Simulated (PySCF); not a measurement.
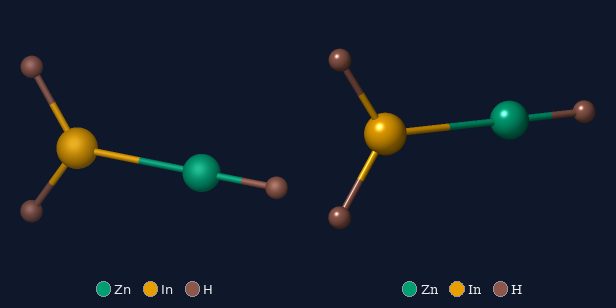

(Drawn from a calculation with PySCF.)

Two views of one molecule.

Describe the molecule.

The molecule is H3InZn. Its SMILES string is `[ZnH][InH2]`. All atoms lie on one plane. Coordination: 1 Zn linear; 1 In trigonal planar.
